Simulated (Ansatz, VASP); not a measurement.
# Cross-check of ZnO (zincite) between VASP and Ansatz

One calculation is typed for both programs; each brings its own data sets and cutoff. How far apart do they land?

Calculated with Ansatz 0.2.0; plane waves, with VASP 6.6.1 beside it; band structure at HSE06.

**1. Starting point**

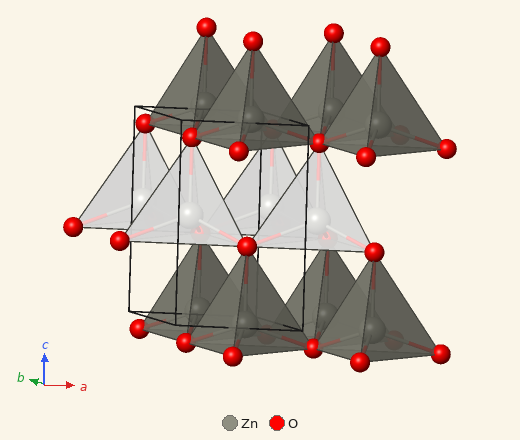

The cell as given, slightly off an axis (zinc grey, oxygen red). 2×2×1 cells are drawn. Some periodic images of atoms are drawn too.

Coordinates:

```xyz
4
Lattice="3.2493 0.0000 0.0000 -1.6247 2.8140 0.0000 0.0000 0.0000 5.2057" Properties=species:S:1:pos:R:3 pbc="T T T"
Zn    0.0000    1.8760    2.6029
Zn    1.6247    0.9380    0.0000
O     1.6247    0.9380    1.9730
O     0.0000    1.8760    4.5759
```

**2. VASP: band structure, HSE06**

The same path points are solved in both programs, so levels can be compared one by one.

Lines of VASP's logs that name or quote its potential files are left out, and so is its time.

Input file INCAR:

```
SYSTEM = ZnO
PREC = Accurate
ENCUT = 520
EDIFF = 1E-06
NELM = 100
ISMEAR = 0
SIGMA = 0.02
LREAL = .FALSE.
ALGO = Normal
LHFCALC = .TRUE.
AEXX = 0.25
GGA = PE
HFSCREEN = 0.2
LASPH = .TRUE.
NBANDS = 24
PRECFOCK = Fast
LORBIT = 11
LWAVE = .FALSE.
LCHARG = .FALSE.
KPAR = 8
```

Input file POSCAR:

```
ZnO
1.0
    3.2493080000      0.0000000000      0.0000000000
   -1.6246540000      2.8139832727      0.0000000000
    0.0000000000      0.0000000000      5.2057090000
Zn O
2 2
Direct
    0.3333333333      0.6666666667      0.5000000000
    0.6666666667      0.3333333333      0.0000000000
    0.6666666667      0.3333333333      0.3790100000
    0.3333333333      0.6666666667      0.8790100000
```

Input file KPOINTS:

```
Automatic mesh
0
Gamma
5 5 3
0 0 0
```

Input file KPOINTS_OPT:

```
Line mode
6
Line-mode
Reciprocal
  0.00000000   0.00000000   0.00000000 GAMMA
  0.50000000   0.00000000   0.00000000 M

  0.50000000   0.00000000   0.00000000 M
  0.33333333   0.33333333   0.00000000 K

  0.33333333   0.33333333   0.00000000 K
  0.00000000   0.00000000   0.00000000 GAMMA

  0.00000000   0.00000000   0.00000000 GAMMA
  0.00000000   0.00000000   0.50000000 A

  0.00000000   0.00000000   0.50000000 A
  0.50000000   0.00000000   0.50000000 L

  0.50000000   0.00000000   0.50000000 L
  0.33333333   0.33333333   0.50000000 H

  0.33333333   0.33333333   0.50000000 H
  0.00000000   0.00000000   0.50000000 A

  0.50000000   0.00000000   0.50000000 L
  0.50000000   0.00000000   0.00000000 M

  0.33333333   0.33333333   0.00000000 K
  0.33333333   0.33333333   0.50000000 H
```

Potentials, in the order of the species: Zn and O (PBE family, release 64).

On the command line:

```sh
$ mpirun -np 8 vasp_std
```

Numbers of over 12 decimals in the logs are rounded to 6 here.

Log:

```text
[banner, memory and clock lines left out]
running    8 mpi-ranks, on    1 nodes
 distrk:  each k-point on    1 cores,    8 groups
 distr:  one band on    1 cores,    1 groups

 POSCAR found type information on POSCAR ZnO
 POSCAR found :  2 types and       4 ions
|                                                                             |
|           W    W    AA    RRRRR   N    N  II  N    N   GGGG   !!!           |
|           W    W   A  A   R    R  NN   N  II  NN   N  G    G  !!!           |
|           W    W  A    A  R    R  N N  N  II  N N  N  G       !!!           |
|           W WW W  AAAAAA  RRRRR   N  N N  II  N  N N  G  GGG   !            |
|           WW  WW  A    A  R   R   N   NN  II  N   NN  G    G                |
|           W    W  A    A  R    R  N    N  II  N    N   GGGG   !!!           |
|                                                                             |
|     For optimal performance we recommend to set                             |
|       NCORE = 2 up to number-of-cores-per-socket                            |
|     NCORE specifies how many cores store one orbital (NPAR=cpu/NCORE).      |
|     This setting can greatly improve the performance of VASP for DFT.       |
|     The default, NCORE=1 might be grossly inefficient on modern             |
|     multi-core architectures or massively parallel machines. Do your        |
|     Unfortunately you need to use the default for GW and RPA                |
|     calculations (for HF NCORE is supported but not extensively tested      |
|     yet).                                                                   |
|                                                                             |

 LDA part: xc-table for (Slater+PW92), standard interpolation
 found WAVECAR, reading the header
 POSCAR, INCAR and KPOINTS ok, starting setup
 FFT: planning ... GRIDC
 FFT: planning ... GRID_SOFT
 FFT: planning ... GRID
 reading WAVECAR
 the WAVECAR file was read successfully
 initial charge from wavefunction
 entering main loop
       N       E                     dE             d eps       ncg     rms          rms(c)
DAV:   1    -0.227729877535E+02   -0.22773E+02   -0.12319E+00   600   0.389E+01    0.245E+00
DAV:   2    -0.227524456868E+02    0.20542E-01   -0.54800E-01   584   0.129E+01    0.836E-01
DAV:   3    -0.227529601839E+02   -0.51450E-03   -0.47081E-02   680   0.372E+00    0.444E-01
DAV:   4    -0.227529795123E+02   -0.19328E-04   -0.52042E-03   544   0.534E-01    0.244E-01
DAV:   5    -0.227527165537E+02    0.26296E-03   -0.22963E-04   712   0.251E-01    0.141E-01
DAV:   6    -0.227526277166E+02    0.88837E-04   -0.59208E-05   752   0.124E-01    0.837E-02
DAV:   7    -0.227526015141E+02    0.26202E-04   -0.22132E-05   600   0.465E-02    0.503E-02
DAV:   8    -0.227525934050E+02    0.81091E-05   -0.60377E-06   512   0.266E-02    0.298E-02
DAV:   9    -0.227525906399E+02    0.27651E-05   -0.15344E-06   368   0.127E-02    0.177E-02
DAV:  10    -0.227525897278E+02    0.91211E-06   -0.89293E-07   352   0.941E-03
   1 F= -.22752590E+02 E0= -.22752590E+02  d E =-.121007E-36
 Start KPOINTS_OPT (optional k-point list driver)
k-point batch [1-10\54]
       N       E                     dE             ncg
DAV:   1     0.117128355262E+04   -0.83886E+04      480
DAV:   2    -0.190811394596E+04   -0.30794E+04      528
DAV:   3    -0.222116175487E+04   -0.31305E+03      544
DAV:   4    -0.222952647369E+04   -0.83647E+01      576
DAV:   5    -0.222960709634E+04   -0.80623E-01      608
DAV:   6    -0.222960782632E+04   -0.72999E-03      576
DAV:   7    -0.222960783468E+04   -0.83550E-05      576
DAV:   8    -0.222960783480E+04   -0.12516E-06      400
[...]
k-point batch [51-54\54]
       N       E                     dE             ncg
DAV:   1     0.876629976296E+04   -0.55680E+04      192
DAV:   2     0.755622945207E+04   -0.12101E+04      208
DAV:   3     0.742801424075E+04   -0.12822E+03      224
DAV:   4     0.742457286757E+04   -0.34414E+01      216
DAV:   5     0.742454398987E+04   -0.28878E-01      224
DAV:   6     0.742454377075E+04   -0.21911E-03      224
DAV:   7     0.742454376877E+04   -0.19835E-05      176
DAV:   8     0.742454376873E+04   -0.38610E-07      136
```

Parts of OUTCAR (step 2):

```text
ion  position               nearest neighbor table
   1  0.333  0.667  0.500-   4 1.97   3 1.98   3 1.98   3 1.98
   2  0.667  0.333  0.000-   3 1.97   4 1.98   4 1.98   4 1.98
   3  0.667  0.333  0.379-   2 1.97   1 1.98   1 1.98   1 1.98
   4  0.333  0.667  0.879-   1 1.97   2 1.98   2 1.98   2 1.98

  LATTYP: Found a hexagonal cell.
 ALAT       =     3.2493080000
 C/A-ratio  =     1.6020977390

 Subroutine GETGRP returns: Found 12 space group operations
 (whereof  6 operations were pure point group operations)

The static configuration has the point symmetry C_3v.
 The point group associated with its full space group is C_6v.

 Found     10 irreducible k-points:

   k-points           NKPTS =     10   k-points in BZ     NKDIM =     75   number of bands    NBANDS=     24

   dimension x,y,z NGX =    24 NGY =   24 NGZ =   40
   dimension x,y,z NGXF=    48 NGYF=   48 NGZF=   80

   ENCUT  =  520.0 eV  38.22 Ry    6.18 a.u.   6.04  6.04  9.68*2*pi/ulx,y,z

   NELECT =      36.0000    total number of electrons

 k-points in reciprocal lattice and weights: Automatic mesh
   0.00000000  0.00000000  0.00000000       0.013
   0.20000000 -0.00000000  0.00000000       0.080
   0.40000000 -0.00000000  0.00000000       0.080
   0.20000000  0.20000000  0.00000000       0.080
   0.40000000  0.20000000  0.00000000       0.080
   0.00000000  0.00000000  0.33333333       0.027
   0.20000000 -0.00000000  0.33333333       0.160
   0.40000000 -0.00000000  0.33333333       0.160
   0.20000000  0.20000000  0.33333333       0.160
   0.40000000  0.20000000  0.33333333       0.160

  exchange ACFDT corr.  =         0.00000000  see jH, gK, PRB 81, 115126

 average (electrostatic) potential at core
       1 -28.2515       2 -28.2515       3 -66.8613       4 -66.8613

 E-fermi :   0.1036

 k-point     1 :       0.0000    0.0000    0.0000
  band No.  band energies     occupation
    ...
     14      -0.9405      2.00000
     15      -0.9405      2.00000
     16      -0.1307      2.00000
     17      -0.0718      2.00000
     18      -0.0718      2.00000
     19       2.4313      0.00000
     20       7.1444      0.00000
     21      10.2926      0.00000
     22      14.9274      0.00000
     23      14.9274      0.00000
    ...

 k-point     2 :       0.2000   -0.0000    0.0000
  band No.  band energies     occupation
    ...
     14      -2.2693      2.00000
     15      -1.4861      2.00000
     16      -1.4582      2.00000
     17      -0.4298      2.00000
     18      -0.3534      2.00000
     19       4.2889      0.00000
     20       8.5906      0.00000
     21      10.1451      0.00000
     22      12.2714      0.00000
     23      14.2967      0.00000
    ...

 k-point     3 :       0.4000   -0.0000    0.0000
  band No.  band energies     occupation
    ...
     14      -3.8357      2.00000
     15      -2.9791      2.00000
     16      -2.3162      2.00000
     17      -1.2321      2.00000
     18      -0.8497      2.00000
     19       6.8938      0.00000
     20       9.3009      0.00000
     21       9.4799      0.00000
     22      10.7301      0.00000
     23      12.9799      0.00000
    ...

  energy-cutoff  :      520.00
  volume of cell :       47.60
      direct lattice vectors                 reciprocal lattice vectors
     3.249308000  0.000000000  0.000000000     0.307757836  0.177684070  0.000000000
    -1.624654000  2.813983273  0.000000000     0.000000000  0.355368139  0.000000000
     0.000000000  0.000000000  5.205709000     0.000000000  0.000000000  0.192096792

 POSITION                                       TOTAL-FORCE (eV/Angst)
 -----------------------------------------------------------------------------------
     -0.00000      1.87599      2.60285        -0.000000     -0.000000     -0.082412
      1.62465      0.93799      0.00000         0.000000      0.000000     -0.082412
      1.62465      0.93799      1.97302        -0.000000      0.000000      0.082412
     -0.00000      1.87599      4.57587         0.000000      0.000000      0.082412
 -----------------------------------------------------------------------------------
    total drift:                               -0.000003      0.000000     -0.001947

  FREE ENERGIE OF THE ION-ELECTRON SYSTEM (eV)
  ---------------------------------------------------
  free  energy   TOTEN  =       -22.7525897278 eV

  energy  without entropy=      -22.7525897278  energy(sigma->0) =      -22.75258973

 total charge
# of ion       s       p       d       tot
------------------------------------------
    1        0.424   0.482   9.938  10.844
    2        0.424   0.482   9.938  10.844
    3        1.549   3.500   0.000   5.049
    4        1.549   3.500   0.000   5.049
--------------------------------------------------
tot          3.946   7.964  19.876  31.787

[... 3 further parts left out ...]
```

[end of part 1 of 2]

[Lines on the potential files, build, host, timing and source positions are cut from VASP's logs without a mark.]

[Logs are printed without paths, hosts, clocks, repeated set-up lines and the standing remarks that a program may print on its own settings, such as how far it seeks lower states.]

[Hosts, paths, dates, database ids (printed as entryN), source tags and the programs' standing remarks are cut or masked in the printed files.]
